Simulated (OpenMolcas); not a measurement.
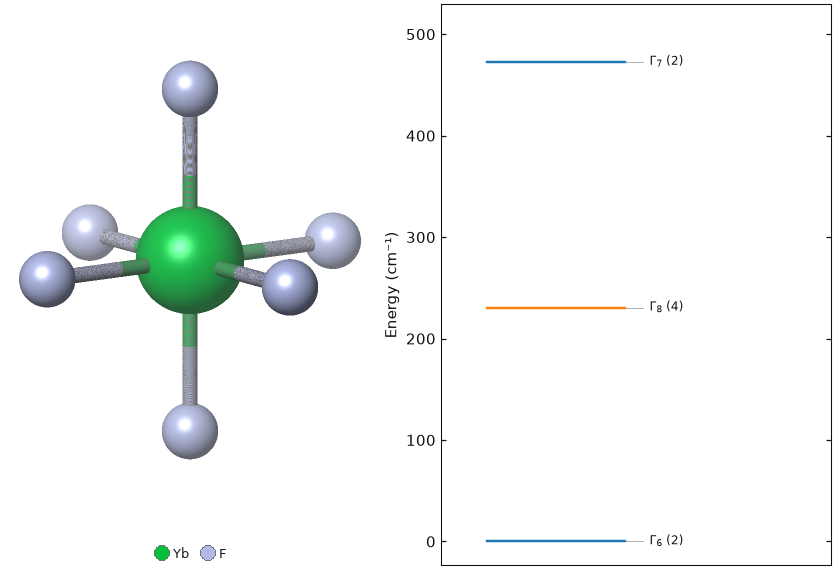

Yb³⁺ (4f¹³) as a dopant in Cs₂NaYF₆, a cluster with its 6 nearest F⁻ at 2.274 Å (octahedron) embedded in model potentials and point charges; the geometry was set, not optimised, and its levels. Labels give the representation in O, Td, D4 or D3 as the site allows (double group for half-integer spin) where it could be assigned and, in brackets, the degeneracy; spin-free states, where drawn, share the zero of the spin-orbit levels. The calculation used state-averaged CASSCF, active space 13 electrons in the shell 4f, basis ANO-RCC-VDZP on all atoms, DKH2 scalar Hamiltonian, spin-orbit coupling by RASSI with atomic mean-field integrals (OpenMolcas).

Question: Give the ground level and the first gap.

Answer: The ground level is Γ₆, a Kramers doublet, 100 % from states of spin multiplicity 2, effective J = 3.50, with |mJ| = 1/2 the largest share (58 %). Its principal g values are 2.65, 2.65 and 2.65, isotropic. The next level lies at 230 cm⁻¹ (Γ₈). The lowest J multiplet spreads over 473 cm⁻¹. The active orbitals hold 100 % metal character (Löwdin), and the Mulliken charge of the metal is +2.72.

Caveat: the geometry is set by hand, with no relaxation and no charge compensation.
